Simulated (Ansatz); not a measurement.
| atom | x (Å) | y (Å) | z (Å) |
| --- | --- | --- | --- |
| O | 0.1890 | -0.2468 | -1.4158 |
| H | 0.3788 | 0.6414 | -1.7299 |
| H | -0.7139 | -0.4297 | -1.6895 |
| Br | 0.0199 | 0.1163 | 3.5634 |
| Br | 0.1262 | -0.0812 | 1.2718 |

Geometry: PBE0-D4/def2-TZVP.

These are results of RKS PBE0-D4/def2-TZVPPD in Ansatz 0.2.0, not measurements.

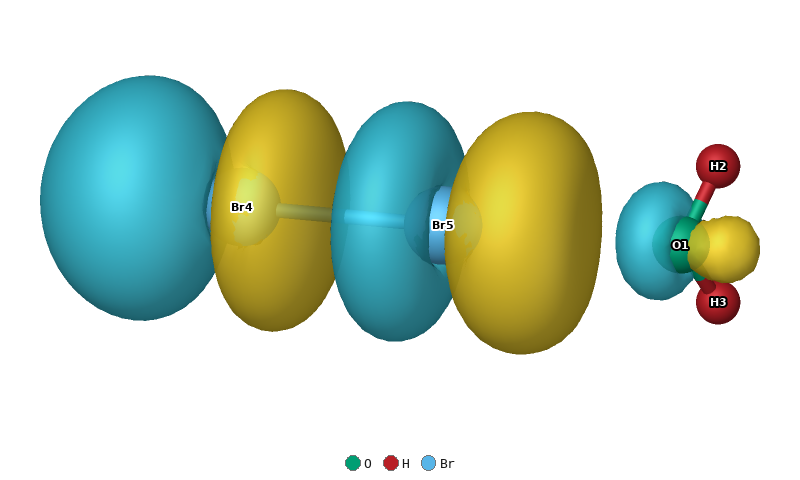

H₂O···Br₂. One frontier orbital at ±0.08 Å⁻³ᐟ² (yellow and cyan are the two phases), seen at a tilt.

### Which orbital is it: HOMO or LUMO?

The LUMO, at −2.87 eV. Its weight (Hirshfeld) is mainly on Br4 (about 50 %) and Br5 (about 45 %).
